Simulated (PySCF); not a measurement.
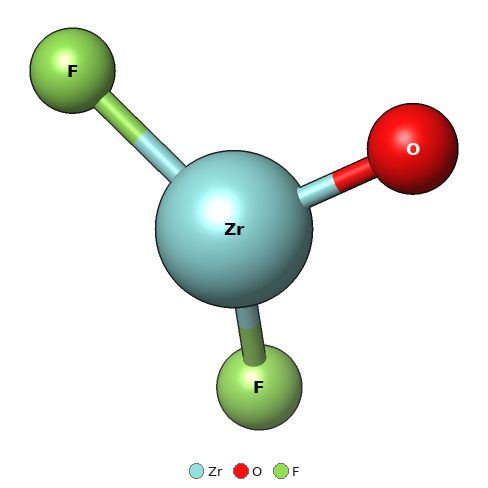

A metal compound. The species is neutral and a spin singlet. Computed geometry: PBE0/def2-TZVP with core potentials optimisation.

What is the coordination number of the metal, and which atoms bind to it?

Zr binds 3 atoms: 1 O at 1.74 Å, 2 F at 1.93 Å.

Give the formal oxidation state and the d-electron count.

Zr(IV), d⁰, counting the ligands as closed-shell ions or neutral donors.

The search tried a few shapes and spins; others may lie lower.
